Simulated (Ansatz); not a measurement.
**BFH$_{2}$···HCl: density, localisation and related maps**

Input file:

```
crystal:
  periodic: [false, false, false]
  atoms:
    - { symbol: B, position_ang: [0.0188, -0.359104, -0.416797] }
    - { symbol: Cl, position_ang: [0.015184, 0.082409, 2.615279] }
    - { symbol: H, position_ang: [1.061465, 0.17683, -0.640053] }
    - { symbol: H, position_ang: [-1.050561, 0.130082, -0.620227] }
    - { symbol: F, position_ang: [0.050124, -1.609945, 0.034775] }
    - { symbol: H, position_ang: [0.025289, -1.149472, 2.107725] }
basis:
  gaussian: { orbitals: "6-31G*" }
hamiltonian:
  xc: b3lyp
relax:
  f_tol: 0.03
  max_steps: 50
output:
  orbitals: {}
```

Run with:

```sh
ansatz run input.yaml --threads 1 --pin off --max-ram 2048MiB --backend cpu --events-out ev --progress --plain --runs-dir out
```

The fields are those of the run's last geometry, not of the input's.

Theory: Ansatz, RKS B3LYP/6-31G*.

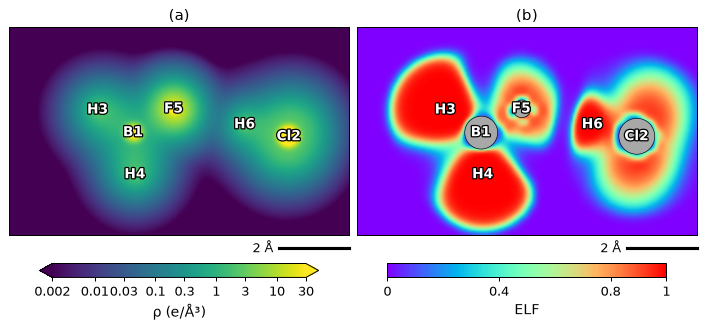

Figure 1. (a) total electron density; (b) electron localisation function on the molecular plane. Grey discs cover the atomic cores in the ELF map.

> Read the bonding off the picture.

- The plane passes through B, Cl, H and F nuclei.
- F5···H6 (2.06 Å): the density falls to about 0.12 e/Å³ on the way; the ELF dips to about 0.05 between them.
- B–F (1.33 Å): ρ at the midpoint is about 2.1 e/Å³; the ELF peaks at about 0.85 between the atoms (a polar covalent bond).
- B–H (1.19 Å): the density is about 1.3 e/Å³ at the midpoint; the ELF climbs to about 1 towards the hydrogen, as it does in any bond to H: a covalent bond by its length.
- Cl–H (1.29 Å): the density is about 1.9 e/Å³ at the midpoint; the ELF climbs to about 1 towards the hydrogen.
- The ELF also peaks beside Cl2 and F5, away from the bonds: lone-pair regions.

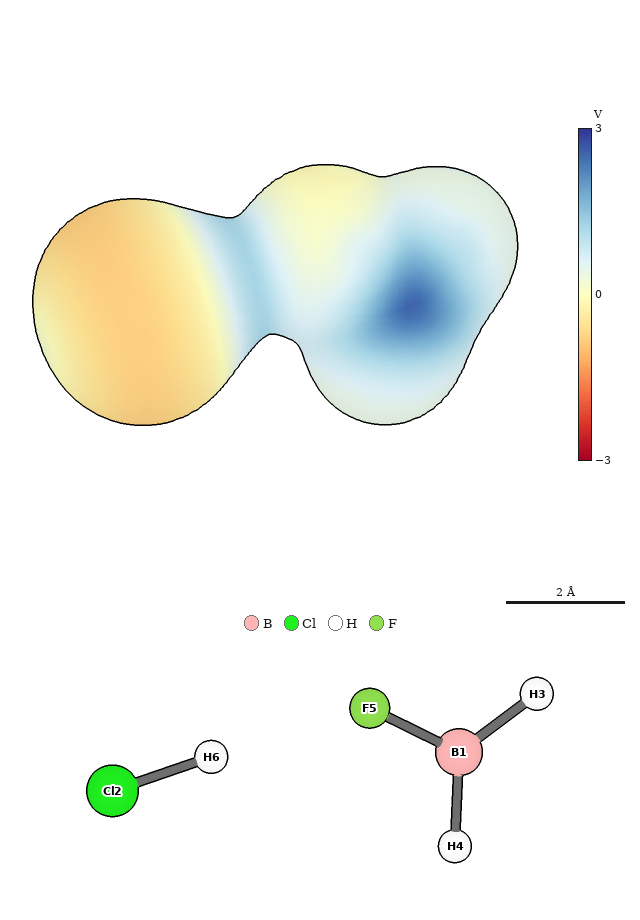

Figure 2. The electrostatic potential painted on the density surface at 0.002 e/bohr³, seen at a tilt; the colour scale runs from red (negative) to blue (positive). The bare structure is drawn below in the same view.

> Which sites attract a positive test charge, and which a negative one?

A positive charge is drawn to the negative regions and a negative charge to the positive ones. The most negative region (about −0.8 V) lies over Cl2, the most positive (about +2.4 V) over B1. Cl2 shows a σ-hole: about +0.1 V at the tip opposite its bond, against about −0.7 V on its flanks.

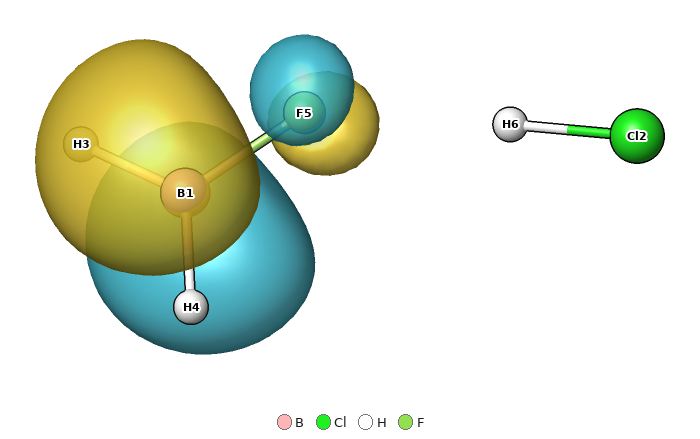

Figure 3. The LUMO at ±0.15 Å⁻³ᐟ² (yellow and cyan are the two phases), seen at an oblique angle.

> Describe this orbital and give its energy.

By Hirshfeld shares it lies mainly on B1 (about 70 %), F5 (about 15 %), H4 (about 5 %) and H3 (about 5 %); it changes sign across the molecular plane (π type). Its energy is −1.44 eV.
